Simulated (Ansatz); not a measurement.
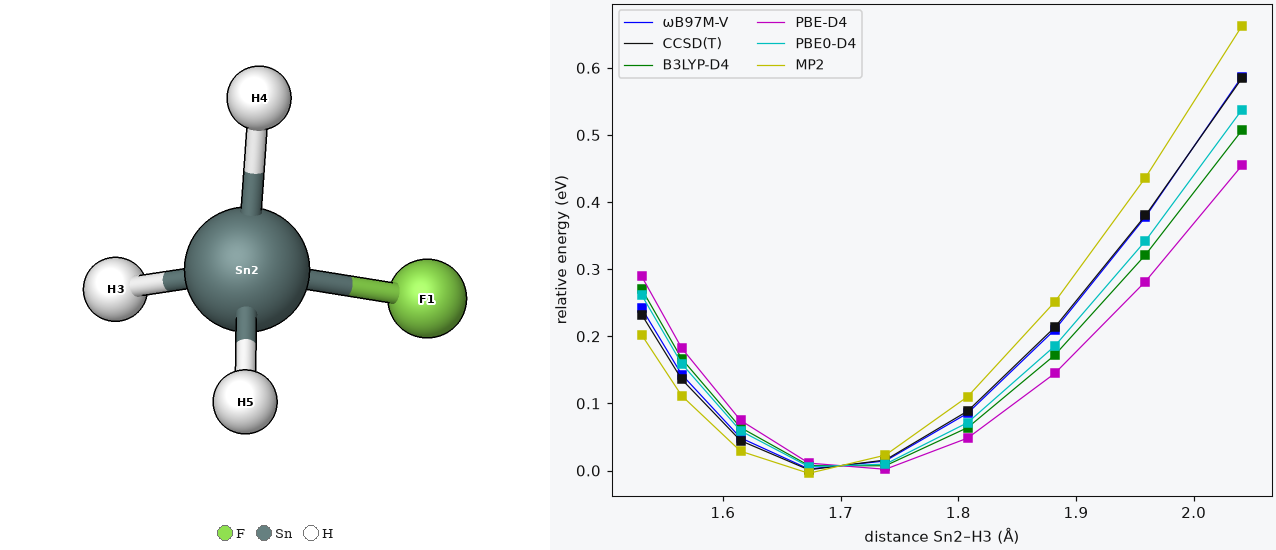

Rigid scan of the stretch Sn2–H3 in SnH₃F, SMILES [F][SnH3], singlet. The Ansatz code, def2-TZVPP, cores frozen in correlated methods. A stretch is scanned from the minimum (PBE0-D4/def2-TZVP); energies less that of the minimum at the same level. On heavy atoms the filled d shell below the valence is correlated. Straight lines join the computed points.

> How far can the coupled-cluster curve be trusted along the scan?

The calculation's T1 diagnostic reaches at most 0.015 (at 2.04 Å), under the customary mark of 0.02, so it gives no sign of multireference character.

> Which curve follows CCSD(T) best, and which worst?

Best ωB97M-V, worst PBE-D4; largest departures: ωB97M-V 0.009, PBE0-D4 0.047, B3LYP-D4 0.078, MP2 0.078, PBE-D4 0.130 eV. CCSD(T) is in the same finite basis, not at its limit.

> Give the values at the computed points.

In eV:
```csv
distance Sn2–H3 (Å),ωB97M-V,CCSD(T),B3LYP-D4,PBE-D4,PBE0-D4,MP2
1.53,0.242,0.232,0.270,0.289,0.261,0.202
1.57,0.143,0.136,0.167,0.182,0.159,0.111
1.62,0.049,0.045,0.064,0.075,0.059,0.029
1.67,0.002,0.001,0.007,0.011,0.006,−0.004
1.74,0.014,0.016,0.007,0.002,0.009,0.023
1.81,0.085,0.089,0.064,0.048,0.071,0.110
1.88,0.210,0.213,0.172,0.145,0.186,0.251
1.96,0.378,0.380,0.321,0.282,0.342,0.436
2.04,0.587,0.584,0.507,0.455,0.538,0.662
```

Known limits of this run: spin-orbit coupling is left out, and with Sn it can shift these energies; core potentials past krypton.
